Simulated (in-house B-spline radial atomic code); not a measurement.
# Nb⁵⁺: density, ELF and screening along the radius

How do the shells of Nb⁵⁺ show in real space, and how much do the settings move them?

Method: several methods, spin-polarised, as named in each step; spherical all-electron atom at the radial basis limit. Code: in-house B-spline radial atomic code version 1.

### Step 1. The atom as given

| Item | Value |
| --- | --- |
| element | niobium (Z = 41) |
| charge | +5 |
| electrons | 36 |
| configuration | [Ar] 3d10 4s2 4p6 |
| nucleus | point (non-relativistic runs) or finite (X2C runs) |

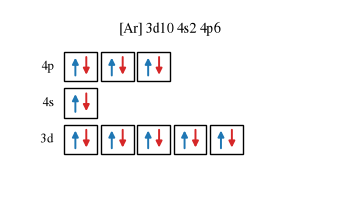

The shells outside the core, filled by Hund's rule for the drawing.

Where spins are not typed, each open shell is filled with up spins first.

### Step 2. LDA (VWN5), X2C

The run's settings:

```ini
Z = 41
electrons = 36.0
configuration = [Ar] 3d10 4s2 4p6
hamiltonian = x2c
method = lda,vwn
spin_polarised = True
nucleus = fermi
rms_radius = 4.324
mass_number = 93
atomic_mass = 92.90637317
speed_of_light = 137.035999084
```

On the command line:

```bash
python run_scf.py task.json out
```

The settings of every run stand in task.json; they run in order.

### Step 3. PBE, X2C

The settings differ from step 2 so:

```diff
@@ -4,3 +4,3 @@
 hamiltonian = x2c
-method = lda,vwn
+method = pbe,pbe
 spin_polarised = True
```

### Step 4. Hartree-Fock, X2C

The settings differ from step 3 so:

```diff
@@ -4,3 +4,3 @@
 hamiltonian = x2c
-method = pbe,pbe
+method = hf
 spin_polarised = True
```

### Step 5. CAM-B3LYP, X2C

The settings differ from step 4 so:

```diff
@@ -4,3 +4,3 @@
 hamiltonian = x2c
-method = hf
+method = camb3lyp
 spin_polarised = True
```

### Step 6. TPSS, X2C

The settings differ from step 5 so:

```diff
@@ -4,3 +4,3 @@
 hamiltonian = x2c
-method = camb3lyp
+method = tpss,tpss
 spin_polarised = True
```

Q: How large is the system in each run, where do the shell borders lie, and what is the highest level?

As calculated:

| run | total energy (hartree) | highest level (eV) | radius holding 50 / 90 / 99 % (bohr) | radius at n = 0.001 (bohr) | ELF minima on the full grid (bohr) |
| --- | --- | --- | --- | --- | --- |
| LDA (VWN5), X2C | -3809.8066 | -94.115 | 0.383 / 1.22 / 2.00 | 2.72 | 0.050, 0.24, 0.75 |
| PBE, X2C | -3814.0270 | -93.979 | 0.383 / 1.22 / 2.00 | 2.73 | 0.050, 0.24, 0.76 |
| Hartree-Fock, X2C | -3812.5194 | -102.42 | 0.383 / 1.23 / 2.00 | 2.73 | 0.051, 0.24, 0.76 |
| CAM-B3LYP, X2C | -3814.6461 | -97.872 | 0.383 / 1.22 / 2.00 | 2.73 | 0.051, 0.24, 0.76 |
| TPSS, X2C | -3814.2856 | -94.263 | 0.383 / 1.22 / 1.99 | 2.72 | 0.050, 0.24, 0.76 |

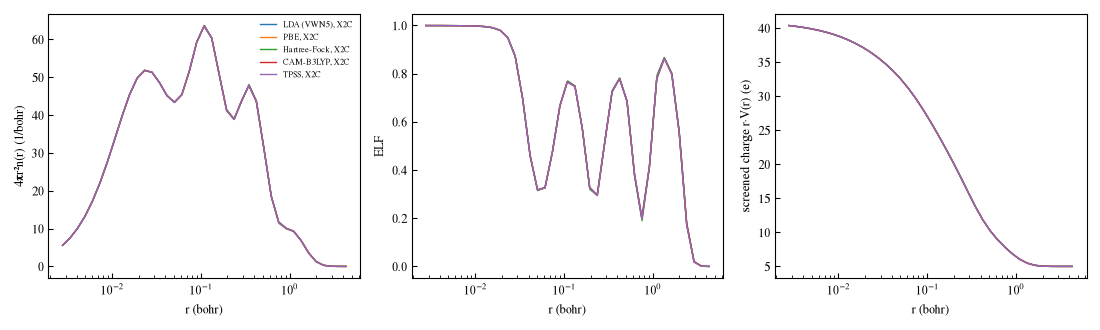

Radial density, ELF and screened nuclear charge of all runs.

What this shows: In the first run ELF has 3 minima on the grid, which mark the borders between shells. On the record's full grid the screened charge (r times the electrostatic potential) falls from 40.9 near the nucleus to 5.00 at 4.3 bohr; far out it tends to the net charge, 5. The grid is coarse (about 21 % a step), so the places of minima are rough. For X2C runs ELF uses the non-relativistic kinetic energy density, and the fields carry no picture-change correction.
